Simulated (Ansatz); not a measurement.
The starting structures come from a database of crystals and need not be the phases stable at ambient conditions.

 Where the default PAW files enter, the runs use the earlier of Ansatz's two default sets.

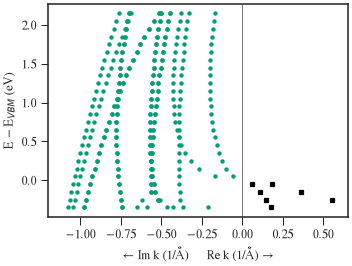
Fig. 1. Complex bands at the centre of the two-dimensional zone; r2SCAN in Ansatz (a program for electronic structure)

The gap is the functional's own, uncorrected, and κ follows it; spin-orbit coupling is left out. Mid-gap values are interpolated between the computed energies.

Problem. This is Ca₂AsI (R-3m, not sure to be the ambient phase, 4 atoms a cell, 31.2 Å³ an atom) along the normal of (101). Read off the slowest decay at the centre of the two-dimensional zone at 0.95 eV, the computed energy nearest the middle of the gap.

Solution. κ ≈ 0.19 1/Å, a decay length 1/(2κ) of the density of 2.6 Å.
